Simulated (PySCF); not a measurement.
Input

```
{"job": {"kind": "nmr", "xc": "PBE0", "basis": "pcSseg-1"}, "charge": 0, "multiplicity": 1}
O     -1.064244    -0.276137     1.876377
C     -1.567606    -0.096558     0.803422
C     -0.775334    -0.073705    -0.472574
F     -1.626858    -0.219518    -1.546211
C     -0.059903     1.295632    -0.554649
O      1.011115     1.282683     0.332074
Si     1.610518    -0.198995     0.703008
C      0.324552    -1.125863    -0.397447
F      0.874194    -1.310933    -1.651720
H     -2.644965     0.101774     0.672745
H     -0.735279     2.115478    -0.291298
H      0.287542     1.432124    -1.585043
H      2.901804    -0.374080     0.050244
H      1.527494    -0.449448     2.124780
H     -0.067445    -2.094462    -0.085620
```

Launched as:

```sh
OMP_NUM_THREADS=1 python probes_run.py task.json out
```

Geometry: GFN2-xTB.

Level of theory: PBE0/pcSseg-1, SCF density, gas phase, non-relativistic in PySCF 2.14.0.

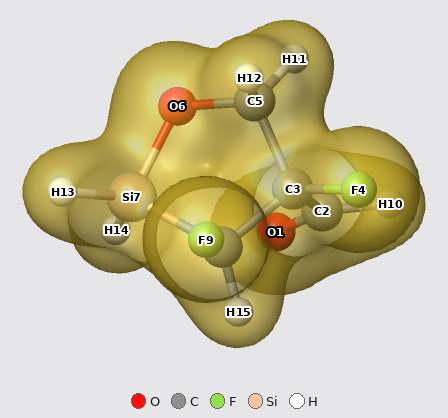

C4H6F2O2Si. Isosurface of the electron density at 0.2 e/Å³ (yellow), seen at an oblique angle.

### What does this surface tell about the bonding?

At this value the surface is in one piece. It bridges the sampled C–O (1.20 Å), C–F (1.38 Å), C–C (1.50 Å) and Si–O (1.64 Å) contacts, where the density stays above the isovalue. On the grid the lowest density along these lines, outside the cores, is 2.9 e/Å³ (C–O, 1.20 Å), 1.7 e/Å³ (C–F, 1.38 Å), 1.8 e/Å³ (C–C, 1.50 Å) and 0.99 e/Å³ (Si–O, 1.64 Å).
